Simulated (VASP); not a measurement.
Band structure of Tl2Au (space group I4/mcm). Calculation: LDA (Ceperley-Alder, Perdew-Zunger), VASP's LDA PAW potentials (set 64) (plane waves; VASP).

Unless said otherwise, spin-orbit coupling is left out, though it shifts the bands of the heavy elements here.

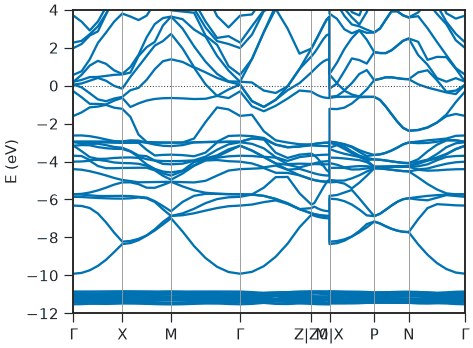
Bands along high-symmetry lines, zero at the valence-band maximum or, without a gap, the Fermi level

Read the plot: is there a gap, and where are the band edges?

It has no gap at this level: it comes out as a metal or semimetal.

The structure comes from a measured Tl2Au entry of the Crystallography Open Database, whose conditions weren't checked. The cell was not relaxed at this level.
